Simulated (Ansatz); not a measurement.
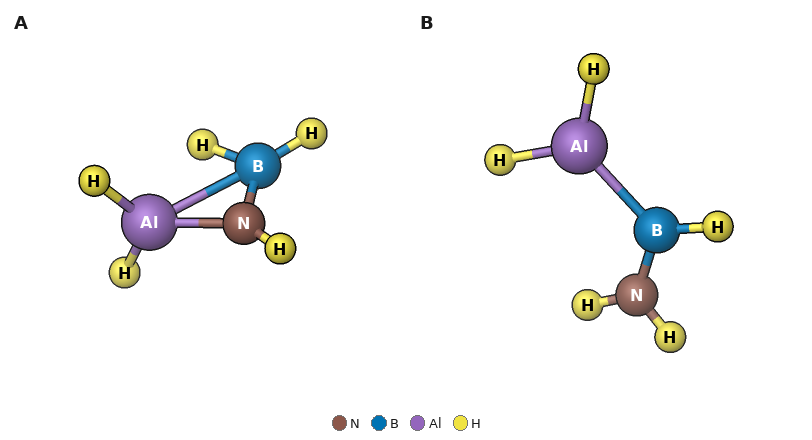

2 stationary structures of one formula. Geometries: PBE0-D4/def2-TZVP. Electronic energies: ωB97M-V/def2-TZVPP (Ansatz 0.2.0), without zero-point energy. No frequency run is at hand to confirm each as a minimum. Each is one conformer, not always the lowest.

### Which structure is the most stable?

A is lowest (Cs); B lies 1.169 eV above it (Cs).

Give E(B) − E(A) in eV at these levels too: PBE0-D4/def2-TZVPP; RHF-CCSD(T) (frozen core)/def2-TZVPP; PBE-D4/def2-TZVPP; B3LYP-D4/def2-TZVPP; PBE0-D4/def2-TZVP; r2SCAN-D4/def2-TZVPP; ωB97M-V/def2-TZVPP.

| level | E(B) − E(A) (eV) |
| --- | --- |
| PBE0-D4/def2-TZVPP | +1.077 |
| RHF-CCSD(T) (frozen core)/def2-TZVPP | +1.141 |
| PBE-D4/def2-TZVPP | +1.046 |
| B3LYP-D4/def2-TZVPP | +1.097 |
| PBE0-D4/def2-TZVP | +1.088 |
| r2SCAN-D4/def2-TZVPP | +1.202 |
| ωB97M-V/def2-TZVPP | +1.169 |
